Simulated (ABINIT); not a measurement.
## Quasiparticle gap of Al2O3 (Corundum) in ABINIT

How does a plane-wave GW calculation on Al2O3 (Corundum) run from the first input to the gap?

Main program and level: ABINIT 10.8.3; LDA and many-body steps on it, plane waves.

**What was measured.**

- Gap 8.7 eV: optical band gap of host from absorption; optical absorption, quoted from earlier work; bulk crystal (high-purity reference sample) (quoted in “Multi-petahertz electron interference in Cr:Al2O3 solid-state material”, 2018, pmc:5906618).

Most raw output is cut from this account.

## (1) The structure

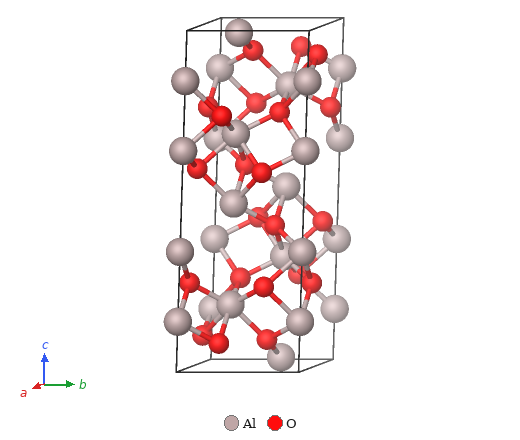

The cell as given, slightly off an axis (aluminium light grey, oxygen red). This picture shows the conventional cell, with its axes. Some periodic images of atoms are drawn too.

The cell and positions come from the Crystallography Open Database and are kept as given unless a step says otherwise.

## (2) Ground state

This step: ABINIT 10.8.3; DFT, LDA, plane waves, norm-conserving pseudopotentials.

The ground-state density comes first.

run.abi

```
acell 3*1.0 Angstrom
rprim 
  2.380249999995 1.374237978213 4.331866666707
  -2.380249999995 1.374237978213 4.331866666707
  -0.000000000000 -2.748475956495 4.331866666685
ntypat 2
znucl 13 8
natom 10
typat 1 1 1 1 2 2 2 2 2 2
xred 
  0.352160000000 0.352160000000 0.352160000000
  0.147840000000 0.147840000000 0.147840000000
  0.647840000000 0.647840000000 0.647840000000
  0.852160000000 0.852160000000 0.852160000000
  0.556680000000 0.943320000000 0.250000000000
  0.250000000000 0.556680000000 0.943320000000
  0.943320000000 0.250000000000 0.556680000000
  0.443320000000 0.056680000000 0.750000000000
  0.750000000000 0.443320000000 0.056680000000
  0.056680000000 0.750000000000 0.443320000000
pp_dirpath "pseudos"
pseudos "Al.upf, O.upf"
ecut 36
ngkpt 6 6 6
nshiftk 1
shiftk 0 0 0
kptopt 1
chksymbreak 0
nband 33
occopt 1
tolvrs 1e-10
nstep 60
prtwf 0
optforces 0
optstress 0
indata_prefix "in"
outdata_prefix "out"
tmpdata_prefix "tmp"
```

Run with:

```
$ OMP_NUM_THREADS=1 mpirun -n 8 abinit run.abi > log
```

The job ended after 47 s (8 MPI ranks of Intel Xeon 6975P-C (Granite Rapids), shared host; peak memory 0.89 GiB; 6.2 min of CPU time).

Numbers from this step:

- total energy: -2971.5124 eV
- gap: 6.207 eV
- k of the valence top: 0, 0, 0
- k of the conduction bottom: 0, 0, 0
- least direct gap: 6.207 eV

The gap is direct, at Γ.

## (3) Empty states on the mesh, 2×2×2 mesh, 170 bands

The sums over transitions need many empty states on a uniform mesh; this step solves for them.

run.abi, as its differences from that of step 2:

```diff
@@ -23,3 +23,3 @@
 ecut 36
-ngkpt 6 6 6
+ngkpt 2 2 2
 nshiftk 1
@@ -28,9 +28,10 @@
 chksymbreak 0
-nband 33
-occopt 1
-tolvrs 1e-10
+iscf -2
+irdden 1
+istwfk *1
+nband 170
+nbdbuf 14
+tolwfr 1e-09
 nstep 60
-prtwf 0
-optforces 0
-optstress 0
+prtvol 0
 indata_prefix "in"
```

Run with:

```
$ OMP_NUM_THREADS=2 mpirun -n 4 abinit run.abi > log
```

Elapsed: 46 s, on 4 MPI ranks; peak memory 0.45 GiB; 4.4 min of CPU time.

This step gave:

| Property | Result |
| --- | --- |
| gap | 6.207 eV |
| k of the valence top | 0, 0, 0 |
| k of the conduction bottom | 0, 0, 0 |
| least direct gap | 6.207 eV |
| k points computed | 4 |
| lowest point of the top converged band, above the valence top | 67.6200 eV |

On this mesh the gap is 6.207 eV.

## (4) Screening, 2×2×2 mesh, 156 bands, screening to 106.1 eV

The RPA dielectric matrix is built and inverted for each q.

This step: RPA screening on LDA, plane waves, norm-conserving pseudopotentials.

run.abi, as its differences from that of step 3:

```diff
@@ -28,10 +28,11 @@
 chksymbreak 0
-iscf -2
-irdden 1
 istwfk *1
-nband 170
-nbdbuf 14
-tolwfr 1e-09
-nstep 60
-prtvol 0
+occopt 1
+irdwfk 1
+optdriver 3
+nband 156
+ecuteps 3.9
+inclvkb 2
+awtr 1
+symchi 1
 indata_prefix "in"
```

Run with:

```
$ OMP_NUM_THREADS=1 mpirun -n 8 abinit run.abi > log
```

The job ended after 33 s (8 MPI ranks; peak memory 2.1 GiB).

Numbers from this step:

* ε∞ with local fields, on this mesh, along the program's q direction: 3.200
* the same without local fields: 3.397
* plasma frequency: 27.90 eV
* plane waves in the screening matrix: 205

Local fields lower ε∞ by 6 %. On a Γ-centred mesh this coarse the value itself is usually too large, while a short band sum pulls it down.

## (5) Self-energy, 2×2×2 mesh, 156 bands, screening to 106.1 eV

The self-energy is evaluated for the states that the input lists, and the levels follow from it, in one-shot runs by the linearised quasiparticle equation.

This step: G0W0 on LDA, plane waves, norm-conserving pseudopotentials.

run.abi, as its differences from that of step 4:

```diff
@@ -31,8 +31,21 @@
 irdwfk 1
-optdriver 3
+optdriver 4
 nband 156
+gwcalctyp 0
+ecutsigx 36
+symsigma 1
+nkptgw 4
+kptgw 
+  0.0000000000 0.0000000000 0.0000000000
+  0.5000000000 0.0000000000 0.0000000000
+  0.5000000000 0.5000000000 0.0000000000
+  0.5000000000 0.5000000000 0.5000000000
+bdgw 
+  7 30
+  7 30
+  7 30
+  7 30
 ecuteps 3.9
-inclvkb 2
-awtr 1
-symchi 1
+irdscr 1
+ppmodel 1
 indata_prefix "in"
```

Run time: 39 s. Hardware: 8 MPI ranks; peak memory 3.3 GiB; 5.2 min of CPU time.

This step gave:

```
G0W0 gap on the mesh                         : 8.510 eV
starting gap on the mesh                     : 6.207 eV
k of the valence top                         : 0, 0, 0
k of the conduction bottom                   : 0, 0, 0
Z at the valence top                         : 0.823
Z at the conduction bottom                   : 0.857
least direct G0W0 gap on the computed points : 8.510 eV
```

The gap on the mesh goes from 6.21 eV to 8.51 eV, a correction of +2.30 eV.

Limits: finite bands, cutoff and mesh; coarse k mesh. v1 is the top filled band, c1 the lowest empty one. The levels before and after the correction (eV, zero at the valence-band top of each column):

|  | conduction bottom | valence top |
| --- | --- | --- |
| Kohn-Sham | 6.21 | 0.00 |
| G0W0 | 8.51 | 0.00 |

|  | level | energy (eV) |
| --- | --- | --- |
| Kohn-Sham | Γ v4 | -0.487 |
| Kohn-Sham | Γ v3-v2 | -0.041 |
| Kohn-Sham | Γ v1 | 0.000 |
| Kohn-Sham | Γ c1 | 6.207 |
| Kohn-Sham | Γ c2 | 9.008 |
| Kohn-Sham | Γ c3 | 10.504 |
| Kohn-Sham | Γ c4 | 11.373 |
| G0W0 | Γ v4 | -0.599 |
| G0W0 | Γ v3-v2 | -0.032 |
| G0W0 | Γ v1 | 0.000 |
| G0W0 | Γ c1 | 8.510 |
| G0W0 | Γ c2 | 11.439 |
| G0W0 | Γ c3 | 13.279 |
| G0W0 | Γ c4 | 14.028 |

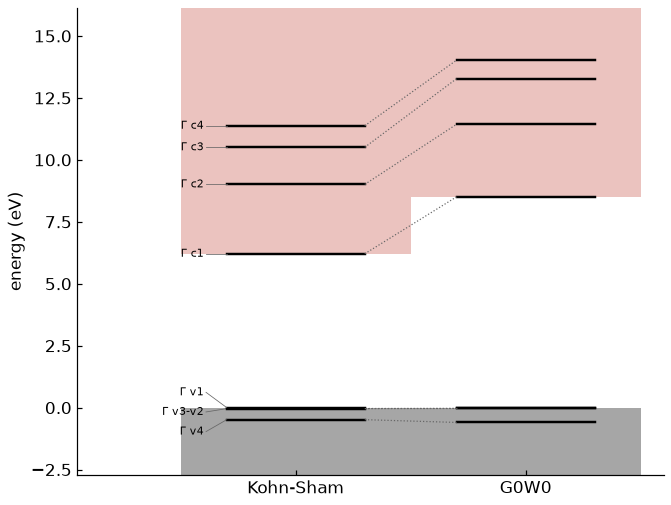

Levels before and after the correction. Shaded: valence and conduction bands.

## (6) Where the time went

Times are wall times on the hardware named with each run, good to a factor of about two.

| step | time | share | memory (GiB) |
| --- | --- | --- | --- |
| ground state | 47 s | 28 % | 0.89 |
| empty states on the mesh | 46 s | 28 % | 0.45 |
| screening | 33 s | 20 % | 2.1 |
| self-energy | 39 s | 24 % | 3.3 |

## (7) Summary of results

```json
{
 "LDA gap": "6.21 eV, direct",
 "G0W0 gap on the mesh": "8.51 eV",
 "GW settings": "2×2×2 mesh, 156 bands, screening to 106.1 eV, Godby-Needs plasmon pole",
 "known limits": "not at the basis limit; coarse k mesh"
}
```

**Reading.** G0W0 moves the gap on the mesh from 6.21 eV to 8.51 eV (+2.30 eV), with Z of 0.82 and 0.86 at the edges. Local fields lower the RPA ε∞ on this mesh from 3.40 to 3.20; a Γ-centred mesh this coarse tends to raise both, most where the direct gap is narrow, while a short band sum lowers them. Against experiment, by G0W0@LDA: the gap of 8.51 eV lies −0.19 eV from the measured 8.7 eV (optical, quoted 2018). An exciton line or allowed optical edge lies below the quasiparticle gap by the binding energy; a forbidden edge can push the onset above it. The calculation has static nuclei and no excitons; a measured gap holds zero-point and thermal motion, which mostly lowers it. Bands and cutoff are finite, so the gap is not at the basis limit. The miss can reach some tenths of an eV and take either sign; the mesh is an error of its own. The 2×2×2 mesh is coarse for this cell, which bears on the long-range parts of exchange and screening.

[Paths, hosts, dates, memory and timing lines, banners, echoed tables and standing remarks are left out of the program output.]

[Logs are printed without paths, hosts, clocks, repeated set-up lines and the standing remarks that a program may print on its own settings, such as how far it seeks lower states.]

[Runs of the session that timed out or met a known fault of the program may be left out.]

[Hosts, paths, dates, database ids (printed as entryN), source tags and the programs' standing remarks are cut or masked in the printed files.]

[G0W0 gaps are taken among the corrected bands and points alone; a level outside them can change the order at an edge.]

[Where Ansatz stands beside ABINIT at settings called matched, ABINIT's density can come from a denser mesh and the files from another edition; pairs whose starting gaps differed by over 0.03 eV were left out, so agreement reads better than it is.]
